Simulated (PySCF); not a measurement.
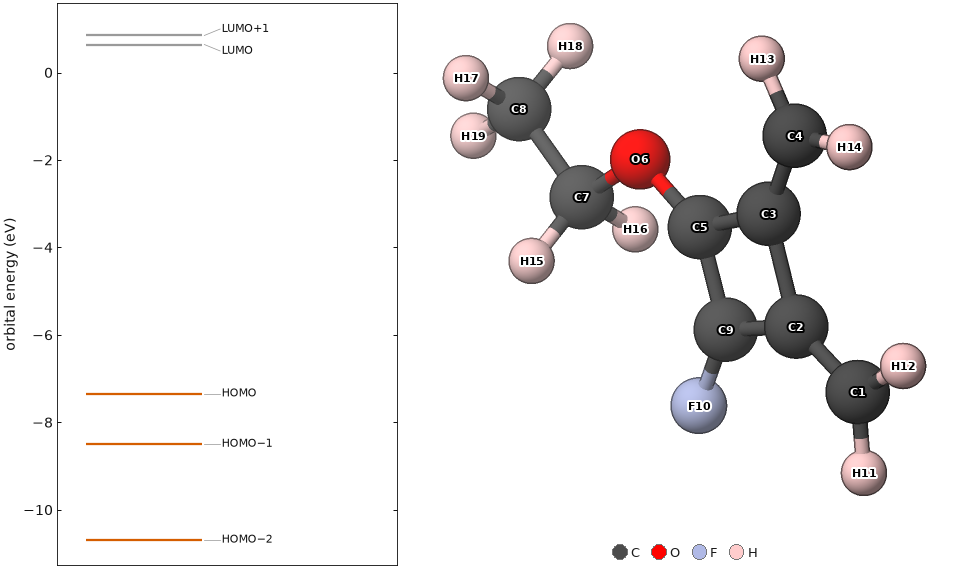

C₈H₉FO, SMILES C=C1C(=C)C(OCC)=C1F. Kohn-Sham orbital energies near the frontier, CAM-B3LYP/def2-SVPD in PySCF, at a PBE0-D3(BJ)/def2-SVP geometry (no frequency check), isolated molecule; empty levels in grey, levels within 0.03 eV side by side.

**Where do the frontier orbitals lie?**

HOMO at −7.34 eV, LUMO at 0.64 eV, 7.98 eV apart.

**List the levels with the atoms that carry most of them (a dash for levels above zero or within 0.03 eV of another, where shares mean little).**

| orbital | energy (eV) | Löwdin shares |
| --- | --- | --- |
| LUMO+1 | 0.85 | – |
| LUMO | 0.64 | – |
| HOMO | −7.34 | C9 20 %, C5 16 %, C1 16 % |
| HOMO−1 | −8.49 | C4 27 %, C3 24 %, C1 17 % |
| HOMO−2 | −10.68 | C2 15 %, C3 14 %, O6 10 % |

Caveats: one conformer of a flexible molecule; empty levels above zero depend strongly on the basis.
